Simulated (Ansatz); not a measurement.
Band structure of HgPd₅Se (P4/mmm, 7 atoms in the cell).

```
CELL_PARAMETERS angstrom
      4.04641     0.00000     0.00000
      0.00000     4.04641     0.00000
      0.00000     0.00000     7.12558
ATOMIC_POSITIONS crystal
  Hg 0.50000 0.50000 0.00000
  Pd 0.00000 0.00000 0.00000
  Pd 0.50000 0.00000 0.71339
  Pd 0.50000 0.00000 0.28661
  Pd 0.00000 0.50000 0.71339
  Pd 0.00000 0.50000 0.28661
  Se 0.00000 0.00000 0.50000
```

Method: PBEsol, PAW files made with PBE (plane waves; Ansatz, a quantum-chemistry and plane-wave program).

Settings: kpoints.mp_grid.grid = 6 6 3; hamiltonian.xc = pbesol; hamiltonian.pseudopotentials = {kind: paw} (the program's default PAW files); scf.occupations.method = gaussian; scf.occupations.width = 0.272 eV; kpoints.band_path.npoints = 8.

The starting cell comes from a database of computed structures (which also holds hypothetical and non-ambient phases and stackings), without a prior relaxation at this level. Spin-orbit coupling is off. Spin polarisation is off.

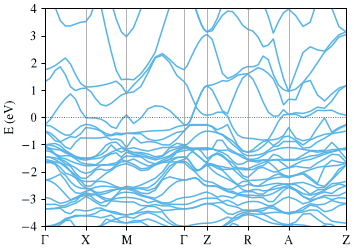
Bands along the path, energies from the Fermi level.

Levels in eV from the Fermi level, bands 60 to 67:
| point | 60 | 61 | 62 | 63 | 64 | 65 | 66 | 67 |
|---|---|---|---|---|---|---|---|---|
| Γ | -1.02 | -0.51 | -0.51 | -0.29 | -0.27 | 1.31 | 1.74 | 5.04 |
| X | -1.51 | -0.77 | -0.39 | -0.27 | -0.02 | 1.07 | 1.11 | 3.51 |
| M | -1.17 | -1.12 | -0.59 | -0.59 | 0.09 | 0.88 | 0.88 | 1.40 |
| Z | -0.51 | -0.29 | -0.27 | 0.07 | 1.16 | 1.16 | 3.03 | 3.13 |
| R | -1.42 | -1.29 | -1.29 | -0.78 | 1.59 | 1.60 | 1.86 | 3.23 |
| A | -0.90 | -0.69 | -0.38 | 0.10 | 0.10 | 0.66 | 0.95 | 0.95 |

Bands cross the Fermi level along this path, so the cell is metallic at this level.

Keys are those of Ansatz 0.2.
